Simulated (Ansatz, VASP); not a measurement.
**Ru (Ruthenium): VASP beside Ansatz**

Aim: how closely do two programs agree when they are given the same cell, functional and k mesh?

Program: Ansatz 0.2.0. Level of theory: plane waves, with VASP 6.6.1 beside it; relaxation of cell and atoms at r2SCAN. Results are calculated unless marked as measured.

## (1) Set-up

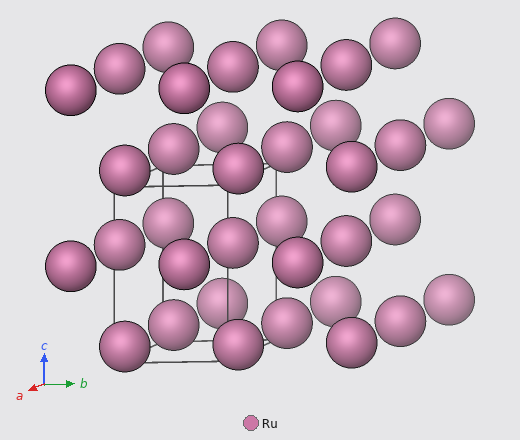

The cell as given, from a free direction (ruthenium pink). 3×3×2 cells are drawn.

## (2) Ansatz: relaxation of cell and atoms, r2SCAN

Ansatz runs on its default PAW (the set named soft_2) files.

The relaxed volume is the usual yardstick between codes: its relative difference is about their pressure difference at one cell divided by the bulk modulus.

File input.yaml:

```yaml
crystal:
  lattice:
    - [2.7058, 0.0, 0.0]
    - [-1.3529, 2.3432915376, 0.0]
    - [0.0, 0.0, 4.2819]
  atoms:
    - { symbol: Ru, position: [0.6666666667, 0.3333333333, 0.75] }
    - { symbol: Ru, position: [0.3333333333, 0.6666666667, 0.25] }
hamiltonian:
  xc: r2scan
  pseudopotentials: { kind: paw }
kpoints:
  mp_grid: { grid: [20, 20, 12] }
scf:
  occupations: { method: methfessel_paxton, width: 0.15 }
relax:
  f_tol: 0.01
  max_steps: 60
  cell: { stress_tol: 0.05 }
output:
  forces: true
  stress: true
```

Command:

```console
$ ansatz run input.yaml --threads 4 --pin off --max-ram 9216MiB --backend cpu --events-out ev --progress --plain --runs-dir out
```

Numbers of over 12 decimals in the logs are rounded to 6 here.

Output:

```text
Engine: ansatz 0.2.0, aarch64-unknown-linux-gnu
Pseudopotentials: kind: paw
Pseudopotential: Ru, paw, valence charge 16, recommended cutoff 500 eV (meta_gga), Ru.paw.azcp
Functional definition: r2SCAN
  parameter k0 = 0.174
  parameter k1 = 0.065
  parameter a1 = 4.9479
  exchange = r2scan_x(k0 = k0, k1 = k1, a1 = a1)
  correlation = r2scan_c
Crystal: 2 atoms, lattice volume = 27.149 Å³
Basis set: ecut = 500 eV, 687 PW (Γ), exchange–correlation on 80×80×128 points (64 copies of the dense FFT grid, shifted against one another)
Bands: 20, of which v1, the nominal top of the filled ones, is band 16 counted from 1 (15 counted from 0)
Symmetry: 24 space group operations
Space group: P63/mmc (ITA 194), of the structure as read, at distance tolerance 3.0e-5 Å
k-points: 308 of 4800
Non-local potential: Ru, projectors of the file, l = 0: 3, l = 1: 2, l = 2: 2, l = 3: 1
PAW form: soft (Blöchl's): semilocal exchange-correlation on the pseudo side does not see the compensation charge
PAW frozen core: Ru, regenerated for the run's functional (the file was generated under x = pbe(κ = 0.804, μ = 0.219515), c = pbe(β = 0.066725))
PAW one-centre angular grid: Ru, 590 points (default); XC on 160 Gauss nodes
Initial density: superposition of atomic densities (neutral atoms: chi_scale 0, normalization atom), corrected by the library's trained network
Initial wavefunctions: pseudopotential atomic-orbital guess
Functional: x = r2scan, c = r2scan; τ floored in thin density (d = 2e-4 eV/Å³)
SCF iter   1: F=—  HF=-11781.385000 eV  |F-HF|=—  |Δ(HF+E_count)|=         —  Δρ=1.09e-2  dr2=1.02e-2  dr2_τ=1.43e-2  ethr=1.77e-3  ⟨swp⟩=4.9  Hψ=24200  notcnv=0
preconditioner: auto → none  [metal: Δε(μ)=0.018 eV  Ē_g=6.097 eV  σ=0.150 eV  W_gap=0.10  n_scr=8 (ndim 8)  ℏωp=28.5 eV  f_vac=0.000  D(μ)=1.72/eV (n_scr^D=22)  sad-step TF]
SCF iter   2: F=—  HF=-11781.406344 eV  |F-HF|=—  |Δ(HF+E_count)|=   2.13e-2  S|Δr|=    0.00e0  Δρ=6.02e-3  dr2=2.48e-3  dr2_τ=1.98e-4  ethr=3.19e-5  ⟨swp⟩=2.0  Hψ=13441  notcnv=0
SCF iter   3: F=—  HF=-11781.409378 eV  |F-HF|=—  |Δ(HF+E_count)|=   3.03e-3  S|Δr|=    0.00e0  Δρ=1.12e-3  dr2=1.84e-4  dr2_τ=3.44e-5  ethr=7.76e-6  ⟨swp⟩=2.0  Hψ=8603  notcnv=0
SCF iter   4: F=—  HF=-11781.409522 eV  |F-HF|=—  |Δ(HF+E_count)|=   1.44e-4  S|Δr|=    0.00e0  Δρ=2.71e-4  dr2=9.82e-6  dr2_τ=1.60e-6  ethr=5.76e-7  ⟨swp⟩=2.1  Hψ=10236  notcnv=0
SCF iter   5: F=—  HF=-11781.409554 eV  |F-HF|=—  |Δ(HF+E_count)|=   3.25e-5  S|Δr|=    0.00e0  Δρ=7.66e-5  dr2=5.85e-7  dr2_τ=1.77e-7  ethr=3.07e-8  ⟨swp⟩=2.0  Hψ=11015  notcnv=0
SCF iter   6: F=-11781.409555 eV  HF=-11781.409555 eV  |F-HF|=1.08e-8  |Δ(HF+E_count)|=   1.05e-6  S|Δr|=    0.00e0  Δρ=1.63e-5  dr2=2.90e-8  dr2_τ=5.75e-9  ethr=3.13e-10  ⟨swp⟩=5.0  Hψ=24796  notcnv=0
SCF 1 converged in 6 iterations: F = -11781.409555 eV  dr2 = 2.90e-8
  greatest PAW one-centre occupation: 0.996 electrons in one spin orbital (limit 2), on the Ru atom at site 1 (counted from 0), in its partial waves of l = 1
relax step   1: F+E_penalty+E_count = -11781.40955532 eV  Δ(F+E_penalty+E_count) = +0.000e0 eV  max|allowed force component| = 4.626e-17 eV/Å  Δτ_max = 0.0000 Å  P = -2.127 GPa  Ω = 27.149 Å³  (6 SCF iters, dr2 threshold 1.00e-7 eV, accepted)
[...]
relax step   2: F+E_penalty+E_count = -11781.40994666 eV  Δ(F+E_penalty+E_count) = -3.913e-4 eV  max|allowed force component| = 2.313e-17 eV/Å  Δτ_max = 0.0000 Å  P = +2.363 GPa  Ω = 26.803 Å³  energy of the carried Pulay correction = +2.185e-4 eV  (7 SCF iters, dr2 threshold 2.00e-7 eV, accepted)
[...]
relax step   3: F+E_penalty+E_count = -11781.41149182 eV  Δ(F+E_penalty+E_count) = -1.545e-3 eV  max|allowed force component| = 6.014e-17 eV/Å  Δτ_max = 0.0000 Å  P = -0.054 GPa  Ω = 26.987 Å³  energy of the carried Pulay correction = +1.020e-4 eV  (6 SCF iters, dr2 threshold 2.00e-7 eV, accepted)
[...]
relax step   4: F+E_penalty+E_count = -11781.41149528 eV  Δ(F+E_penalty+E_count) = -3.461e-6 eV  max|allowed force component| = 1.850e-17 eV/Å  Δτ_max = 0.0000 Å  P = +0.000 GPa  Ω = 26.983 Å³  energy of the carried Pulay correction = +1.047e-4 eV  (3 SCF iters, dr2 threshold 1.32e-8 eV, accepted)
[...]
relax step   5: F+E_penalty+E_count = -11781.41139280 eV  Δ(F+E_penalty+E_count) = +1.025e-4 eV  max|allowed force component| = 1.388e-17 eV/Å  Δτ_max = 0.0000 Å  P = -0.004 GPa  Ω = 26.983 Å³  stress off target by 7.71e-3 GPa  SCF on the basis re-selected at this cell (its energy is not comparable with the rows above)  (4 SCF iters)
basis re-selected at this cell: Δ(F+E_penalty+E_count) = +1.025e-4 eV, ΔP = -0.004 GPa vs the last step (what re-selecting the basis moved, of the pressure what is left beyond the Pulay correction that the steps carried, after the strain that the cell walked since its last selection, with what the two solves' SCF thresholds leave and, on support functions, any second-order correction that the steps lacked; it is no m [...]
SCF converged after 4 iterations
Stability not checked: this state was not tested for a lower state beside it, because cold or Methfessel-Paxton smearing, or corrected tetrahedra, fill the levels in a way that the test cannot read (fill_not_monotonic; see scf.lower_state_search)
Free energy (F): -11781.411393 eV
Harris-Foulkes:  -11781.411393 eV  (|F-HF|=2.18e-11)
Internal energy: -11781.410884 eV  (E = F + TS)
E sigma→0 (E₀):  -11781.411266 eV
Entropy (-TS):   -0.000509 eV (-0.255 meV/atom)
Fermi energy:    23.621818 eV
--- Per-component energies (eV) ---
  E_band       = -133.035689
  E_kinetic    = 1028.616199
  E_local      = -2500.313183  (includes V_loc(G=0)·N_el)
  E_nonlocal   = 685.564375
  E_hartree    = 803.139049
  E_xc         = -368.670858
  E_vxc        = -534.123775  (∫ρ·V_xc dr)
  E_paw        = -6957.703475  (= ΣΔE_a)
  E_vpaw       = -456.642596  (= ΣTr[D̂ρ^β])
  E_aug_tail   = 0.000199  (compensation charges beyond the density's cutoff)
  E_vtau       = 37.584878  (kinetic-family band-sum trace: ∫τ·v_τ [+ j·A + Jᵃ·Aᵃ] dr)
  E_ewald      = -4471.421278
  E_core_change = -0.621911  (= ΣΔE_core)
  E_smearing   = -0.000509  (= −TS)
  E_closure    = -0.000000  (closes the sum)
  Σ components = -11781.411393   (vs F -11781.411393, Δ=0.00e0)
--- Forces (eV/Å), atoms counted from 1 ---
  atom   1  Ru    -0.00000000    -0.00000000    -0.00000000
  atom   2  Ru     0.00000000     0.00000000     0.00000000
  max |Σ_I F_I| component: 4.63e-18 eV/Å
--- Stress (GPa, compression-positive) ---
       -0.001979       0.000000       0.000000
        0.000000      -0.001979      -0.000000
        0.000000      -0.000000      -0.007713
  P = ⅓ Tr σ = -0.0039 GPa (-0.039 kbar)
--- Relaxed structure (4 steps of the walk, 4 accepted, 1 SCFs on fresh bases) ---
  F+E_penalty+E_count = -11781.41139280 eV   max|allowed force component| = 1.388e-17 eV/Å   (the final SCF, on the basis selected at the relaxed cell)
  cell:  # Å, volume = 26.9825 Å³
    - [2.704713, 0.0, 0]
    - [-1.352356, 2.342350, -2.4910002170740373e-19]
    - [0, -4.551808282679509e-19, 4.259021]
  atoms:
    - { symbol: Ru, position: [0.666667, 0.333333, 0.750000] }
    - { symbol: Ru, position: [0.333333, 0.666667, 0.250000] }
```

It took 20 s on 4 threads of Arm Neoverse V1, shared host; peak memory 0.51 GiB; 75 s of CPU time.

## (3) VASP: relaxation of cell and atoms, r2SCAN

The same cell, functional, mesh and smearing now go to VASP, with its own data sets and cutoff.

Lines of VASP's logs that name or quote its potential files are left out, and so is its time.

File INCAR:

```
SYSTEM = Ru
PREC = Accurate
ENCUT = 520
EDIFF = 1E-07
NELM = 100
ISMEAR = 1
SIGMA = 0.15
LREAL = .FALSE.
ALGO = Normal
METAGGA = R2SCAN
LASPH = .TRUE.
NBANDS = 20
LORBIT = 11
LWAVE = .FALSE.
LCHARG = .FALSE.
KPAR = 4
IBRION = 2
NSW = 50
ISIF = 3
EDIFFG = -0.005
```

File POSCAR:

```
Ru
1.0
    2.7058000000      0.0000000000      0.0000000000
   -1.3529000000      2.3432915376      0.0000000000
    0.0000000000      0.0000000000      4.2819000000
Ru
2
Direct
    0.6666666667      0.3333333333      0.7500000000
    0.3333333333      0.6666666667      0.2500000000
```

File KPOINTS:

```
Automatic mesh
0
Gamma
20 20 12
0 0 0
```

The projector-augmented-wave data sets are Ru_pv (PBE family, release 64).

Command:

```console
$ mpirun -np 4 vasp_std
```

Output:

```text
[banner, memory and clock lines left out]
running    4 mpi-ranks, on    1 nodes
 distrk:  each k-point on    1 cores,    4 groups
 distr:  one band on    1 cores,    1 groups

 POSCAR found type information on POSCAR Ru
 POSCAR found :  1 types and       2 ions
|                                                                             |
|               ----> ADVICE to this user running VASP <----                  |
|                                                                             |
|     You enforced a specific xc type in the INCAR file but a different       |
|     [... a line on the potential file left out ...]
|     I HOPE YOU KNOW WHAT YOU ARE DOING!                                     |
|                                                                             |

 LDA part: xc-table for (None), standard interpolation
 POSCAR, INCAR and KPOINTS ok, starting setup
 FFT: planning ... GRIDC
 FFT: planning ... GRID_SOFT
 FFT: planning ... GRID
 WAVECAR not read
 entering main loop
       N       E                     dE             d eps       ncg     rms          rms(c)
DAV:   1     0.257945181759E+03    0.25795E+03   -0.18147E+04 12360   0.160E+03
DAV:   2    -0.550663218813E+02   -0.31301E+03   -0.30436E+03 12684   0.475E+02
DAV:   3    -0.614401042402E+02   -0.63738E+01   -0.63090E+01 14168   0.758E+01
DAV:   4    -0.614975081789E+02   -0.57404E-01   -0.57275E-01 16584   0.656E+00
DAV:   5    -0.614981345796E+02   -0.62640E-03   -0.61789E-03 13488   0.610E-01    0.227E+01
DAV:   6    -0.507894418463E+02    0.10709E+02   -0.11587E+01 13396   0.352E+01    0.182E+00
DAV:   7    -0.508560593250E+02   -0.66617E-01   -0.16727E-01 13940   0.256E+00    0.111E+00
DAV:   8    -0.508563788575E+02   -0.31953E-03   -0.17597E-02 13360   0.125E+00    0.219E-01
DAV:   9    -0.508562800954E+02    0.98762E-04   -0.22424E-04 13660   0.132E-01    0.869E-02
DAV:  10    -0.508563220107E+02   -0.41915E-04   -0.10341E-04 13156   0.972E-02    0.209E-02
DAV:  11    -0.508563247775E+02   -0.27668E-05   -0.13410E-05 13936   0.369E-02    0.132E-03
DAV:  12    -0.508563252771E+02   -0.49954E-06   -0.10059E-07  9336   0.299E-03    0.856E-04
DAV:  13    -0.508563253551E+02   -0.77982E-07   -0.10029E-07  9584   0.243E-03
   1 F= -.50856325E+02 E0= -.50856068E+02  d E =-.508563E+02
[...]
2 F= -.50855202E+02 E0= -.50855100E+02  d E =0.112377E-02
[...]
3 F= -.50857003E+02 E0= -.50856812E+02  d E =-.677242E-03
[...]
4 F= -.50856829E+02 E0= -.50856687E+02  d E =0.173136E-03
 trial-energy change:    0.000173  1 .order    0.000164   -0.000432    0.000761
 step:   0.3086(harm=  0.3175)  dis= 0.00000  next Energy=   -50.857078 (dE=-0.757E-04)
 bond charge predicted
       N       E                     dE             d eps       ncg     rms          rms(c)
DAV:   1    -0.508602523109E+02   -0.34229E-02   -0.85046E-02 12432   0.296E+00    0.441E-01
DAV:   2    -0.508571843113E+02    0.30680E-02   -0.78510E-03 12476   0.860E-01    0.100E-01
DAV:   3    -0.508570585578E+02    0.12575E-03   -0.60447E-04 12672   0.214E-01    0.449E-02
DAV:   4    -0.508570768036E+02   -0.18246E-04   -0.39948E-05 13768   0.508E-02    0.154E-02
DAV:   5    -0.508570789460E+02   -0.21424E-05   -0.27378E-06 13728   0.168E-02    0.338E-03
DAV:   6    -0.508570781198E+02    0.82619E-06   -0.92302E-08  8488   0.288E-03    0.115E-03
DAV:   7    -0.508570776945E+02    0.42525E-06   -0.98064E-09  6200   0.115E-03    0.104E-04
DAV:   8    -0.508570776767E+02    0.17806E-07   -0.77699E-10  6180   0.301E-04
   5 F= -.50857078E+02 E0= -.50856905E+02  d E =-.750801E-04
 curvature:  -0.18 expect dE=-0.496E-07 dE for cont linesearch -0.334E-07
 trial: gam=-0.02228 g(F)=  0.560E-46 g(S)=  0.274E-06 ort = 0.102E-04 (trialstep = 0.763E+00)
 search vector abs. value=  0.997E-07
 reached required accuracy - stopping structural energy minimisation
```

OUTCAR, selected parts (step 3):

```text
ion  position               nearest neighbor table
   1  0.667  0.333  0.750-   2 2.65   2 2.65   2 2.65   2 2.65   2 2.65   2 2.65
   2  0.333  0.667  0.250-   1 2.65   1 2.65   1 2.65   1 2.65   1 2.65   1 2.65

  LATTYP: Found a hexagonal cell.
 ALAT       =     2.7058000000
 C/A-ratio  =     1.5824894671

 Subroutine GETGRP returns: Found 24 space group operations
 (whereof 12 operations were pure point group operations)

The static configuration has the point symmetry D_3d.
 The point group associated with its full space group is D_6h.

 Found    308 irreducible k-points:

   k-points           NKPTS =    308   k-points in BZ     NKDIM =    308   number of bands    NBANDS=     20

   dimension x,y,z NGX =    20 NGY =   20 NGZ =   32
   dimension x,y,z NGXF=    40 NGYF=   40 NGZF=   64

   ENCUT  =  520.0 eV  38.22 Ry    6.18 a.u.   5.03  5.03  7.96*2*pi/ulx,y,z

   NELECT =      28.0000    total number of electrons

 k-points in reciprocal lattice and weights: Automatic mesh
   0.00000000  0.00000000  0.00000000       0.000
   0.05000000  0.00000000  0.00000000       0.001
   0.10000000  0.00000000  0.00000000       0.001
   0.15000000  0.00000000  0.00000000       0.001
   0.20000000  0.00000000  0.00000000       0.001
   0.25000000  0.00000000  0.00000000       0.001
   0.30000000  0.00000000  0.00000000       0.001
   0.35000000  0.00000000  0.00000000       0.001
   0.40000000  0.00000000  0.00000000       0.001
[...]
0.30000000  0.30000000  0.50000000       0.001
   0.35000000  0.30000000  0.50000000       0.001

 average (electrostatic) potential at core
       1 -72.3286       2 -72.3286

 E-fermi :  12.8114

 k-point     1 :       0.0000    0.0000    0.0000
  band No.  band energies     occupation
    ...
     11      10.2831      2.00000
     12      10.7620      2.00000
     13      10.7620      2.00000
     14      11.2580      2.00000
     15      11.2580      2.00000
     16      13.9938     -0.00000
     17      13.9938     -0.00000
     18      14.1736     -0.00000
     19      21.1578      0.00000
     20      21.1580      0.00000

 k-point     2 :       0.0500    0.0000    0.0000
  band No.  band energies     occupation
    ...
     11      10.4721      2.00000
     12      10.7187      2.00000
     13      10.8340      2.00000
     14      11.1666      2.00000
     15      11.1976      2.00000
     16      13.0225     -0.06302
     17      14.0320     -0.00000
     18      15.2727     -0.00000
     19      21.1577      0.00000
     20      21.1579      0.00000

 k-point     3 :       0.1000    0.0000    0.0000
  band No.  band energies     occupation
    ...
     12      10.7785      2.00000
     13      10.8394      2.00000
     14      11.0328      2.00000
     15      11.0472      2.00000
     16      12.2001      2.00000
     17      14.1320     -0.00000
     18      16.5350      0.00000
     19      21.1577      0.00000
     20      21.1579      0.00000

  Total        0.0022349      0.0022349      0.0011656     -0.0000000      0.0000000      0.0000000
  in kB        0.1321186      0.1321186      0.0689053     -0.0000000      0.0000000      0.0000000
  external PRESSURE =       0.1110475 kB  Pullay stress =       0.0000000 kB

  energy-cutoff  :      520.00
  volume of cell :       27.10
      direct lattice vectors                 reciprocal lattice vectors
     2.708597441 -0.000000000  0.000000000     0.369194767  0.213154698 -0.000000000
    -1.354298721  2.345714193 -0.000000000     0.000000000  0.426309396 -0.000000000
     0.000000000  0.000000000  4.265726309    -0.000000000  0.000000000  0.234426667

 POSITION                                       TOTAL-FORCE (eV/Angst)
 -----------------------------------------------------------------------------------
      1.35430      0.78190      3.19929         0.000000     -0.000000      0.000000
     -0.00000      1.56381      1.06643        -0.000000      0.000000     -0.000000
 -----------------------------------------------------------------------------------
    total drift:                               -0.000000      0.000000     -0.000000

  FREE ENERGIE OF THE ION-ELECTRON SYSTEM (eV)
  ---------------------------------------------------
  free  energy   TOTEN  =       -50.8570776767 eV

  energy  without entropy=      -50.8565586669  energy(sigma->0) =      -50.85690467

 reached required accuracy - stopping structural energy minimisation

 total charge
# of ion       s       p       d       tot
------------------------------------------
    1        0.410   6.318   5.952  12.680
    2        0.410   6.318   5.952  12.680
--------------------------------------------------
tot          0.820  12.635  11.905  25.360

[... 3 further parts left out ...]
```

CONTCAR:

```
Ru
   1.00000000000000
     2.7085974410649225   -0.0000000000000000    0.0000000000000000
    -1.3542987205324613    2.3457141926279368   -0.0000000000000000
     0.0000000000000000    0.0000000000000000    4.2657263087158244
  Ru
     2
Direct
     0.6666666667000030    0.3333333332999970    0.7500000000000000
     0.3333333332999970    0.6666666667000030    0.2500000000000000
```

## (4) Comparison

Known differences besides the PAW data sets themselves: VASP keeps PBE cores, Ansatz makes them for the functional; both relaxations stop at a tolerance, which leaves soft axes loose, and VASP keeps its plane-wave basis; the data sets hold 32 valence electrons in Ansatz (default PAW (the set named soft_2) files) and 28 in VASP; the cutoff is 500 eV in Ansatz and 520 eV in VASP; Ansatz adds a Pulay correction to the stress that steers its cell, VASP none. Total energies have different zeros and are not compared.

Both answers:

```tsv
quantity	Ansatz	VASP	difference
volume (Å³)	26.98	27.10	-0.44 %
edge a after relaxation, in the typed setting (Å)	2.705	2.709	-0.14 %
edge c after relaxation, in the typed setting (Å)	4.259	4.266	-0.16 %
```

The walks stopped with 0.00 GPa left in Ansatz and 0.01 GPa in VASP; each walk ends within a tolerance, so the volume difference is uncertain by about these residues over the bulk modulus, most in soft cells.

## (5) What came out

| Property | Result |
| --- | --- |
| difference in volume (relaxation of cell and atoms, r2SCAN) | -0.44 % |

The difference in volume is -0.44 % (relaxation of cell and atoms, r2SCAN), within the 1.2 % picked in this series as the mark of a large difference, as far as the stopping tolerances let one tell. Differences of this kind measure data sets and numerical settings, not the functional's error against experiment.

[Lines on the potential files, build, host, timing and source positions are cut from VASP's logs without a mark.]

[Logs are printed without paths, hosts, clocks, repeated set-up lines and the standing remarks that a program may print on its own settings, such as how far it seeks lower states.]

[Hosts, paths, dates, database ids (printed as entryN), source tags and the programs' standing remarks are cut or masked in the printed files.]
